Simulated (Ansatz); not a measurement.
System: SrLi₃Y₃Al₉ (amorphous cell).

Input file:

```
crystal:
  lattice:
    - [7.218358, 0.011496, 0.048965]
    - [0.011496, 7.161707, 0.003983]
    - [0.048965, 0.003983, 7.506376]
  atoms:
    - { symbol: Al, position: [0.445786194, 0.6866349305, 0.182408324] }
    - { symbol: Al, position: [0.8934316813, 0.5311829969, 0.7046314906] }
    - { symbol: Al, position: [0.9827915989, 0.3359911408, 0.059945597] }
    - { symbol: Al, position: [0.3738809636, 0.0977116263, 0.5515463691] }
    - { symbol: Al, position: [0.5964711751, 0.0750625944, 0.9397805546] }
    - { symbol: Al, position: [0.5292038, 0.5073845682, 0.4873366636] }
    - { symbol: Al, position: [0.4132305073, 0.7793559976, 0.7240718932] }
    - { symbol: Al, position: [0.7636237919, 0.8666000926, 0.6264647499] }
    - { symbol: Al, position: [0.6548346107, 0.491197325, 0.9806211898] }
    - { symbol: "Y", position: [0.3411117734, 0.2945796769, 0.2116549055] }
    - { symbol: "Y", position: [0.1361615036, 0.7232743994, 0.4594345117] }
    - { symbol: "Y", position: [0.9524698429, 0.2366280179, 0.4615517984] }
    - { symbol: Li, position: [0.6721659515, 0.9329419668, 0.2623018703] }
    - { symbol: Li, position: [0.2899482202, 0.3863178456, 0.7205909505] }
    - { symbol: Li, position: [0.8297812232, 0.6014556197, 0.2518351994] }
    - { symbol: Sr, position: [0.0670036426, 0.8663931884, 0.9970172615] }
basis:
  ecutwfc: 420
kpoints:
  mp_grid: { grid: [3, 3, 3] }
hamiltonian:
  xc: pbe
scf:
  occupations: { method: fermi_dirac, width: 0.0913 }
output:
  forces: true
  stress: true
  eigenvalues: true
  populations: true
  write_density: true
  write_potential: true
  elf: true
  volumetric_format: npy
```

Command:

```sh
ansatz run input.yaml --threads 2 --pin off --max-ram 5120MiB --backend cpu --events-out ev --progress --plain --runs-dir out
```

Not relaxed (largest force 1.3 eV/Å); computed without spin polarisation.

Theory: DFT PBE, scalar-relativistic, plane waves, PAW in Ansatz.

### What can the converged valence pseudo-density and electron localisation function tell about the bonding?

Sr–Li (3.18 Å): the density is about 0.07 e/Å³ at the midpoint, with its minimum of 0.06 e/Å³ about 1.9 Å from Sr; the ELF is about 0.10 at the midpoint; no localised pair shows between them.

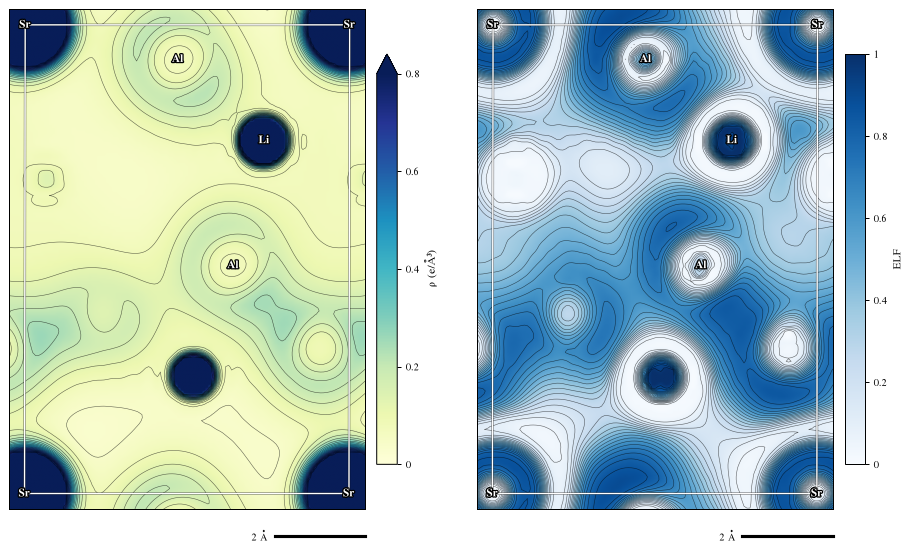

Computed valence pseudo-density and electron localisation function on the (101) plane of the calculation cell, in this order. Atoms just off the plane (Al, 0.4 Å away and Li, 0.3 Å away) can leave unmarked features too.
